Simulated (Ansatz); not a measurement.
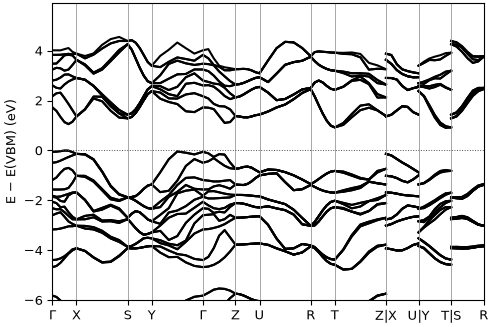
Figure: Band structure from the program Ansatz at the r²SCAN with spin–orbit coupling level (PAW)

The gap is 0.90 eV; an edge lies off the plotted path or next to a special point (maximum on the Γ–X line, 57 % of the way from Γ, minimum off the standard path).

The material is SnSe in space group Pnma (No. 62; Sn on 4c, Se on 4c).

Symmetry was held in the r²SCAN relaxation. The volume moved by 45 % from the start of the relaxation.

Potentials: the later of the program's two PAW sets.
